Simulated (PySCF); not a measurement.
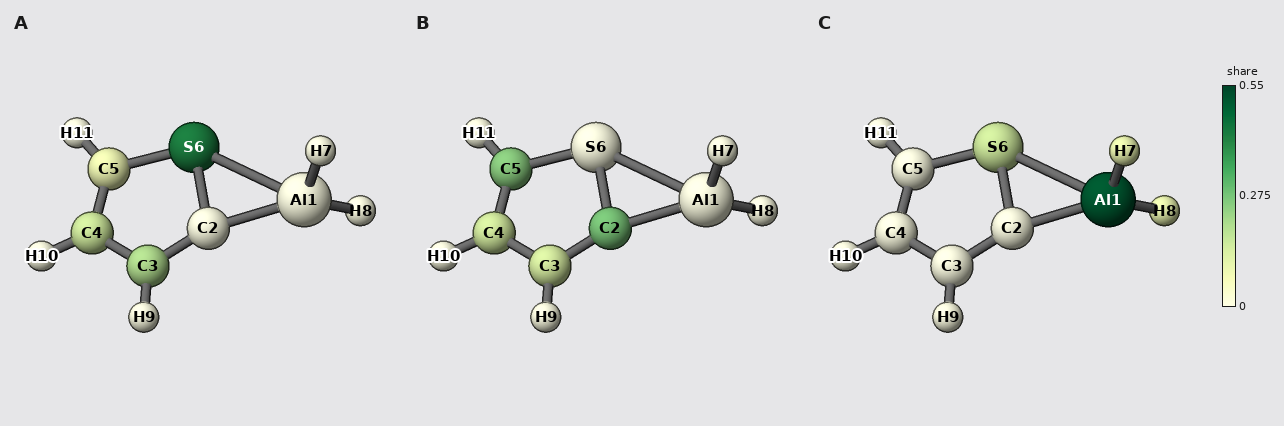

Each panel colours the atoms by their Löwdin share in one orbital (up to four of the largest shares; other atoms are shown as zero). The geometry was computed by an optimisation with GFN2-xTB. No frequency run is at hand to confirm it as a minimum. Level of theory: PBE0/def2-SVPD (PySCF 2.14.0).

The panels show the HOMO−1, HOMO, LUMO, in some order. Which is which?

Answer. A: HOMO−1, −7.54 eV; S6 0.42, C3 0.19, C4 0.15, C5 0.08
B: HOMO, −7.00 eV; C2 0.27, C5 0.25, C4 0.14, C3 0.14
C: LUMO, −1.51 eV; Al1 0.51, S6 0.15, H7 0.09, H8 0.09

The geometry is semi-empirical. Around Al such bond lengths and angles can be off by a tenth of an ångström or more and by several degrees, and values that hang on the shape move with them.
